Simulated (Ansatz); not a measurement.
**H5KNSi, charge +1: a pair, distance and slip, part 1 of 2**

A grid of calculations on H₅KNSi, charge +1, to see where the energy is lowest and how it rises around there.

The runs use Ansatz 0.2.0; RHF/def2-SVPD.

### Step 1. Starting geometry

8 atoms, charge 1, spin multiplicity 1.

Atoms are counted from 1 here; the program's logs count them from 0.

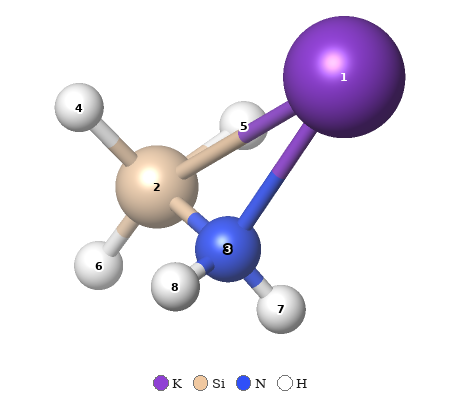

Start geometry, drawn with potassium purple, silicon light orange, nitrogen blue, hydrogen white; atoms are numbered from 1 in the order of the file.

As a file:

| atom | x (Å) | y (Å) | z (Å) |
| --- | --- | --- | --- |
| K1 | 2.1780 | 0.8708 | -1.7726 |
| Si2 | -0.9312 | -0.1466 | -0.0590 |
| N3 | 0.7786 | 0.0051 | 0.4951 |
| H4 | -1.3428 | 1.2507 | -0.4169 |
| H5 | -0.8539 | -0.9868 | -1.3029 |
| H6 | -1.8629 | -0.7565 | 0.9412 |
| H7 | 1.1631 | -0.8893 | 0.8267 |
| H8 | 0.8711 | 0.6526 | 1.2883 |

This geometry comes from a loose relaxation at PBE in a small basis, which is not shown.

### Step 2. Geometry optimisation

File input.yaml:

```yaml
crystal:
  periodic: [false, false, false]
  atoms:
    - { symbol: K, position_ang: [2.177966, 0.870792, -1.772556] }
    - { symbol: Si, position_ang: [-0.931231, -0.14663, -0.058979] }
    - { symbol: "N", position_ang: [0.778609, 0.005071, 0.495072] }
    - { symbol: H, position_ang: [-1.34279, 1.250697, -0.41692] }
    - { symbol: H, position_ang: [-0.853913, -0.98682, -1.302852] }
    - { symbol: H, position_ang: [-1.862854, -0.756499, 0.941191] }
    - { symbol: H, position_ang: [1.163089, -0.889254, 0.826716] }
    - { symbol: H, position_ang: [0.871124, 0.652642, 1.288329] }
total_charge: 1
basis:
  gaussian: { orbitals: def2-SVPD }
hamiltonian:
  xc: hf
output:
  forces: true
relax:
  f_tol: 0.003
  max_steps: 120
```

Launch:

```
ansatz run input.yaml --threads 1 --pin off --max-ram 2560MiB --backend cpu --events-out ev --progress --plain --runs-dir out
```

Output, shortened:

```text
Warning: RAYON_NUM_THREADS=1 ignored (pool sized by the plan → 1); use --threads N
[...]
Functional definition: HF
[...]
1147 factors; integrals over basis functions are off by at most 3.9e-4 eV
[...]
mean field -25718.43887555 eV, -945.1351960924 hartree, gradient 8.5e-6 eV, S^2 0.000000; 0 other end points of the search recorded, 0 dependent functions left out
[...]
reference -25718.43887555 eV, -945.1351960924 hartree; 22, 22 occupied and 89, 89 virtual orbitals, 1147 factors
relax step   1: F+E_penalty+E_count = -25718.43887555 eV  Δ(F+E_penalty+E_count) = +0.000e0 eV  max|allowed force component| = 9.997e-1 eV/Å  Δτ_max = 0.0000 Å  (31 SCF iters, accepted)
[...]
relax step   4: F+E_penalty+E_count = -25718.49084518 eV  Δ(F+E_penalty+E_count) = -4.420e-4 eV  max|allowed force component| = 5.428e-2 eV/Å  Δτ_max = 0.0393 Å  (29 SCF iters, accepted)
[...]
relax step   7: F+E_penalty+E_count = -25718.49132784 eV  Δ(F+E_penalty+E_count) = -8.424e-5 eV  max|allowed force component| = 1.452e-2 eV/Å  Δτ_max = 0.0221 Å  (24 SCF iters, accepted)
[...]
relax step  10: F+E_penalty+E_count = -25718.49150276 eV  Δ(F+E_penalty+E_count) = -5.145e-5 eV  max|allowed force component| = 9.698e-3 eV/Å  Δτ_max = 0.0205 Å  (23 SCF iters, accepted)
[...]
relax step  12: F+E_penalty+E_count = -25718.49151814 eV  Δ(F+E_penalty+E_count) = -1.954e-6 eV  max|allowed force component| = 7.288e-3 eV/Å  Δτ_max = 0.0032 Å  (20 SCF iters, accepted)
[...]
relax step  13: F+E_penalty+E_count = -25718.49152256 eV  Δ(F+E_penalty+E_count) = -4.412e-6 eV  max|allowed force component| = 4.989e-4 eV/Å  Δτ_max = 0.0011 Å  (19 SCF iters, accepted)
1147 factors; integrals over basis functions are off by at most 3.2e-4 eV
[...]
mean field -25718.49152256 eV, -945.1371308343 hartree, gradient 2.3e-5 eV, S^2 0.000000; 1 other end points of the search recorded, 0 dependent functions left out
[...]
reference -25718.49152256 eV, -945.1371308343 hartree; 22, 22 occupied and 89, 89 virtual orbitals, 1147 factors
Total energy: -25718.49152256 eV, -945.1371308343 hartree
Atom 0 at     2.346011     0.998305    -1.708326 Å, force     0.000105    -0.000032     0.000037 eV/Å
Atom 1 at    -0.956200    -0.157318    -0.050271 Å, force     0.000305     0.000096     0.000109 eV/Å
Atom 2 at     0.745718    -0.017038     0.456864 Å, force    -0.000499     0.000103    -0.000498 eV/Å
Atom 3 at    -1.362875     1.204079    -0.464377 Å, force    -0.000034     0.000036    -0.000054 eV/Å
Atom 4 at    -0.951076    -1.066084    -1.218292 Å, force    -0.000094     0.000003    -0.000022 eV/Å
Atom 5 at    -1.841243    -0.670221     1.011329 Å, force     0.000043    -0.000152     0.000073 eV/Å
Atom 6 at     1.146631    -0.897978     0.735396 Å, force     0.000159    -0.000474     0.000040 eV/Å
Atom 7 at     0.873034     0.606253     1.237678 Å, force     0.000016     0.000419     0.000314 eV/Å
Dipole moment:     1.253849     0.431985    -0.608950 e Å
```

It took 58 s on 1 thread of Arm Neoverse N1, shared host; peak memory 0.21 GiB.

Relaxation path:

```
step  energy from step 1 (eV)  largest force component (eV/Å)
   1                   0.0000                          0.9997
   2                  -0.0468                          0.2496
   3                  -0.0515                          0.0542
   4                  -0.0520                          0.0543
   5                  -0.0522                          0.0236
   6                  -0.0524                          0.0136
   7                  -0.0525                          0.0145
   8                  -0.0525                          0.0192
   9                  -0.0526                          0.0122
  10                  -0.0526                          0.0097
  11                  -0.0526                          0.0071
  12                  -0.0526                          0.0073
  13                  -0.0526                          0.0005
```

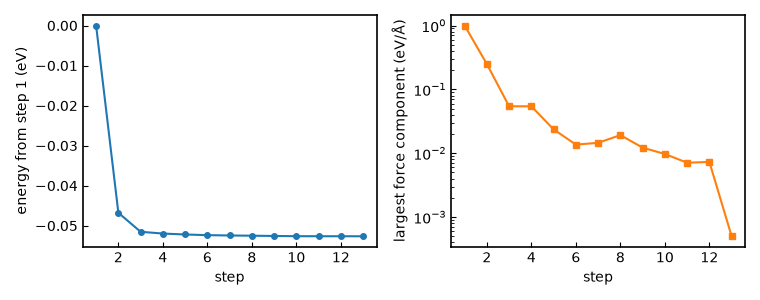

Energy and largest force along the relaxation.

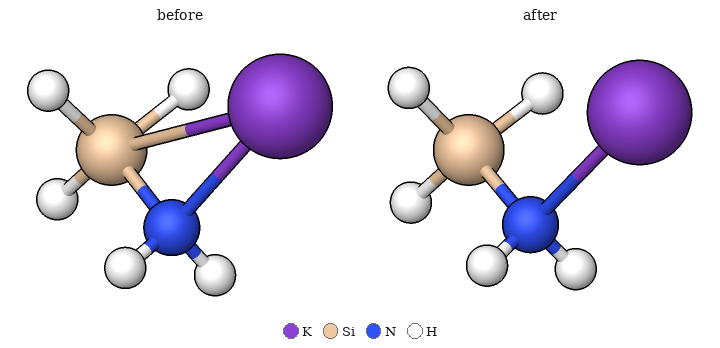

The geometry before (left) and after (right).

Close pairs (by a distance rule), those that changed most:

| bond | before (Å) | after (Å) | change (Å) |
| --- | --- | --- | --- |
| K1–Si2 | 3.693 | 3.872 | +0.179 |
| K1–N3 | 2.802 | 2.877 | +0.076 |
| Si2–H5 | 1.503 | 1.480 | -0.023 |
| Si2–H6 | 1.497 | 1.474 | -0.022 |
| Si2–N3 | 1.804 | 1.781 | -0.022 |
| N3–H7 | 1.028 | 1.007 | -0.021 |
| N3–H8 | 1.028 | 1.007 | -0.021 |
| Si2–H4 | 1.500 | 1.480 | -0.020 |

### Step 3. The part SiNH₅ alone, at the geometry typed

File input.yaml:

```yaml
crystal:
  periodic: [false, false, false]
  atoms:
    - { symbol: Si, position_ang: [-0.9562, -0.157318, -0.050271] }
    - { symbol: "N", position_ang: [0.745718, -0.017038, 0.456864] }
    - { symbol: H, position_ang: [-1.362875, 1.204079, -0.464377] }
    - { symbol: H, position_ang: [-0.951076, -1.066084, -1.218292] }
    - { symbol: H, position_ang: [-1.841243, -0.670221, 1.011329] }
    - { symbol: H, position_ang: [1.146631, -0.897978, 0.735396] }
    - { symbol: H, position_ang: [0.873034, 0.606253, 1.237678] }
basis:
  gaussian: { orbitals: def2-SVPD }
hamiltonian:
  xc: hf
output:
  forces: true
```

Launch:

```
ansatz run input.yaml --threads 1 --pin off --max-ram 2560MiB --backend cpu --events-out ev --progress --plain --runs-dir out
```

Output, shortened:

```text
Warning: RAYON_NUM_THREADS=1 ignored (pool sized by the plan → 1); use --threads N
[...]
Functional definition: HF
[...]
819 factors; integrals over basis functions are off by at most 1.1e-3 eV
[...]
mean field -9420.03322282 eV, -346.1798358106 hartree, gradient 1.4e-5 eV, S^2 0.000000; 0 other end points of the search recorded, 0 dependent functions left out
[...]
reference -9420.03322282 eV, -346.1798358106 hartree; 13, 13 occupied and 71, 71 virtual orbitals, 819 factors
Total energy: -9420.03322282 eV, -346.1798358106 hartree
Atom 0 at    -0.956200    -0.157318    -0.050271 Å, force     1.283678     0.307712    -0.219974 eV/Å
Atom 1 at     0.745718    -0.017038     0.456864 Å, force    -0.900289    -0.308337     0.431997 eV/Å
Atom 2 at    -1.362875     1.204079    -0.464377 Å, force    -0.205231    -0.039852     0.063146 eV/Å
Atom 3 at    -0.951076    -1.066084    -1.218292 Å, force    -0.199052    -0.072476     0.052075 eV/Å
Atom 4 at    -1.841243    -0.670221     1.011329 Å, force    -0.221306    -0.062619     0.066410 eV/Å
Atom 5 at     1.146631    -0.897978     0.735396 Å, force     0.118783     0.099837    -0.192585 eV/Å
Atom 6 at     0.873034     0.606253     1.237678 Å, force     0.123417     0.075733    -0.201069 eV/Å
Dipole moment:    -0.035782    -0.094444     0.263278 e Å
```

Wall time 1.4 s (1 thread of Arm Neoverse N1, shared host); peak memory 0.12 GiB.

### Step 4. The part K+ alone, at the geometry typed

File input.yaml:

```yaml
crystal:
  periodic: [false, false, false]
  atoms:
    - { symbol: K, position_ang: [2.346011, 0.998305, -1.708326] }
total_charge: 1
basis:
  gaussian: { orbitals: def2-SVPD }
hamiltonian:
  xc: hf
```

Launch:

```
ansatz run input.yaml --threads 1 --pin off --max-ram 2560MiB --backend cpu --events-out ev --progress --plain --runs-dir out
```

Output:

```text
Warning: RAYON_NUM_THREADS=1 ignored (pool sized by the plan → 1); use --threads N
Engine: ansatz 0.2.0, aarch64-unknown-linux-gnu
Functional definition: HF
  exchange = exact_x
  correlation = 0
165 factors; integrals over basis functions are off by at most 5.9e-5 eV
mean field evaluation 1: about -16297.7503 eV, gradient 1.2e-1 eV
mean field evaluation 2: about -16297.7503 eV, gradient 1.2e-1 eV
mean field evaluation 4: about -16297.7503 eV, gradient 9.3e-5 eV
mean field -16297.75033540 eV, -598.9312778141 hartree, gradient 2.8e-6 eV, S^2 0.000000; 0 other end points of the search recorded, 0 dependent functions left out
reference -16297.75033540 eV, -598.9312778141 hartree; 9, 9 occupied and 18, 18 virtual orbitals, 165 factors
Total energy: -16297.75033540 eV, -598.9312778141 hartree
```

Run time: 0.13 s. Hardware: 1 thread of Arm Neoverse N1, shared host; peak memory 0.056 GiB.

### Step 5. Setting up the map

- separation of N3 and K1 along their line in the relaxed pair: 15 values from 2.417 to 5.017 Å
- sideways slip of K1: 15 values from −1.500 to 1.500 Å

Nothing else is relaxed (both partners rigid). Energies count from the ion and the molecule far apart, frozen as in the relaxed pair, each in its own basis (no counterpoise correction). Points are written as (first, second).

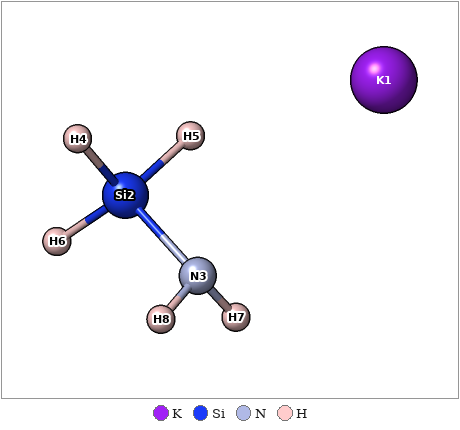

The geometry at (4.512 Å, 0.643 Å).

Below, 3 of the grid's runs; all are launched alike.

### Step 6. Grid point (4.512 Å, 0.643 Å)

File input.yaml:

```yaml
crystal:
  periodic: [false, false, false]
  atoms:
    - { symbol: K, position_ang: [2.731965, 1.604496, -3.311032] }
    - { symbol: Si, position_ang: [-0.9562, -0.157318, -0.050271] }
    - { symbol: "N", position_ang: [0.745718, -0.017038, 0.456864] }
    - { symbol: H, position_ang: [-1.362875, 1.204079, -0.464377] }
    - { symbol: H, position_ang: [-0.951076, -1.066084, -1.218292] }
    - { symbol: H, position_ang: [-1.841243, -0.670221, 1.011329] }
    - { symbol: H, position_ang: [1.146631, -0.897978, 0.735396] }
    - { symbol: H, position_ang: [0.873034, 0.606253, 1.237678] }
total_charge: 1
basis:
  gaussian: { orbitals: def2-SVPD }
hamiltonian:
  xc: hf
output:
  forces: true
```

Launch:

```
ansatz run input.yaml --threads 1 --pin off --max-ram 2560MiB --backend cpu --events-out ev --progress --plain --runs-dir out
```

Output, shortened:

```text
Warning: RAYON_NUM_THREADS=1 ignored (pool sized by the plan → 1); use --threads N
[...]
Functional definition: HF
[...]
1078 factors; integrals over basis functions are off by at most 1.1e-3 eV
[...]
mean field -25718.08573209 eV, -945.1222183096 hartree, gradient 4.2e-5 eV, S^2 0.000000; 0 other end points of the search recorded, 0 dependent functions left out
[...]
reference -25718.08573209 eV, -945.1222183096 hartree; 22, 22 occupied and 89, 89 virtual orbitals, 1078 factors
Total energy: -25718.08573209 eV, -945.1222183096 hartree
Atom 0 at     2.731965     1.604496    -3.311032 Å, force    -0.071442    -0.059648     0.139491 eV/Å
Atom 1 at    -0.956200    -0.157318    -0.050271 Å, force     0.755633     0.121113     0.049649 eV/Å
Atom 2 at     0.745718    -0.017038     0.456864 Å, force    -0.508545    -0.123074     0.091419 eV/Å
Atom 3 at    -1.362875     1.204079    -0.464377 Å, force    -0.112075    -0.000718    -0.004848 eV/Å
Atom 4 at    -0.951076    -1.066084    -1.218292 Å, force    -0.106223    -0.032258    -0.015331 eV/Å
Atom 5 at    -1.841243    -0.670221     1.011329 Å, force    -0.120468    -0.018907    -0.009383 eV/Å
Atom 6 at     1.146631    -0.897978     0.735396 Å, force     0.078541     0.072865    -0.119987 eV/Å
Atom 7 at     0.873034     0.606253     1.237678 Å, force     0.084580     0.040627    -0.131010 eV/Å
Dipole moment:     1.638687     0.832129    -1.596089 e Å
```

Run time: 3.2 s. Hardware: 1 thread of Arm Neoverse N1, shared host; peak memory 0.19 GiB.

That is −29.2 kJ/mol from the zero.

### Step 7. Point (2.867 Å, 0.000 Å)

input.yaml, as its differences from that of step 6:

```diff
@@ -3,3 +3,3 @@
   atoms:
-    - { symbol: K, position_ang: [2.731965, 1.604496, -3.311032] }
+    - { symbol: K, position_ang: [2.340181, 0.994607, -1.700438] }
     - { symbol: Si, position_ang: [-0.9562, -0.157318, -0.050271] }
```

Launch:

```
ansatz run input.yaml --threads 1 --pin off --max-ram 2560MiB --backend cpu --events-out ev --progress --plain --runs-dir out
```

Output, shortened:

```text
Warning: RAYON_NUM_THREADS=1 ignored (pool sized by the plan → 1); use --threads N
[...]
Functional definition: HF
[...]
1078 factors; integrals over basis functions are off by at most 1.1e-3 eV
[...]
mean field -25718.49142436 eV, -945.1371272257 hartree, gradient 8.1e-5 eV, S^2 0.000000; 0 other end points of the search recorded, 0 dependent functions left out
[...]
reference -25718.49142436 eV, -945.1371272257 hartree; 22, 22 occupied and 89, 89 virtual orbitals, 1078 factors
Total energy: -25718.49142436 eV, -945.1371272257 hartree
Atom 0 at     2.340181     0.994607    -1.700438 Å, force     0.010246     0.006221    -0.013142 eV/Å
Atom 1 at    -0.956200    -0.157318    -0.050271 Å, force    -0.006305    -0.001717     0.001865 eV/Å
Atom 2 at     0.745718    -0.017038     0.456864 Å, force    -0.004576    -0.003430     0.007837 eV/Å
Atom 3 at    -1.362875     1.204079    -0.464377 Å, force     0.001010     0.000220    -0.000226 eV/Å
Atom 4 at    -0.951076    -1.066084    -1.218292 Å, force     0.000927     0.000311    -0.000144 eV/Å
Atom 5 at    -1.841243    -0.670221     1.011329 Å, force     0.000753     0.000044    -0.000121 eV/Å
Atom 6 at     1.146631    -0.897978     0.735396 Å, force    -0.000910    -0.001532     0.001738 eV/Å
Atom 7 at     0.873034     0.606253     1.237678 Å, force    -0.001146    -0.000118     0.002192 eV/Å
Dipole moment:     1.249487     0.429546    -0.604030 e Å
```

Run time: 3.5 s. Hardware: 1 thread of Arm Neoverse N1, shared host; peak memory 0.19 GiB.

That is −68.3 kJ/mol from the zero.

### Step 8. The run at (5.017 Å, −0.857 Å)

input.yaml, as its differences from that of step 7:

```diff
@@ -3,3 +3,3 @@
   atoms:
-    - { symbol: K, position_ang: [2.340181, 0.994607, -1.700438] }
+    - { symbol: K, position_ang: [4.233047, 1.714016, -2.821356] }
     - { symbol: Si, position_ang: [-0.9562, -0.157318, -0.050271] }
```

Launch:

```
ansatz run input.yaml --threads 1 --pin off --max-ram 2560MiB --backend cpu --events-out ev --progress --plain --runs-dir out
```

Output, shortened:

```text
Warning: RAYON_NUM_THREADS=1 ignored (pool sized by the plan → 1); use --threads N
[...]
Functional definition: HF
[...]
1078 factors; integrals over basis functions are off by at most 1.1e-3 eV
[...]
mean field -25718.00090201 eV, -945.1191008617 hartree, gradient 3.5e-5 eV, S^2 0.000000; 0 other end points of the search recorded, 0 dependent functions left out
[...]
reference -25718.00090201 eV, -945.1191008617 hartree; 22, 22 occupied and 89, 89 virtual orbitals, 1078 factors
Total energy: -25718.00090201 eV, -945.1191008617 hartree
Atom 0 at     4.233047     1.714016    -2.821356 Å, force    -0.087518    -0.037080     0.063186 eV/Å
Atom 1 at    -0.956200    -0.157318    -0.050271 Å, force     0.775032     0.188078    -0.139467 eV/Å
Atom 2 at     0.745718    -0.017038     0.456864 Å, force    -0.435882    -0.155004     0.226308 eV/Å
Atom 3 at    -1.362875     1.204079    -0.464377 Å, force    -0.122373    -0.023416     0.036015 eV/Å
Atom 4 at    -0.951076    -1.066084    -1.218292 Å, force    -0.118706    -0.042479     0.029528 eV/Å
Atom 5 at    -1.841243    -0.670221     1.011329 Å, force    -0.115759    -0.030358     0.027269 eV/Å
Atom 6 at     1.146631    -0.897978     0.735396 Å, force     0.048861     0.070228    -0.114550 eV/Å
Atom 7 at     0.873034     0.606253     1.237678 Å, force     0.056345     0.030031    -0.128289 eV/Å
Dipole moment:     2.506727     0.916515    -1.375852 e Å
```

Run time: 3.1 s. Hardware: 1 thread of Arm Neoverse N1, shared host; peak memory 0.18 GiB.

Energy on the map's scale: −21.0 kJ/mol.

(Continued in part 2 of 2.)
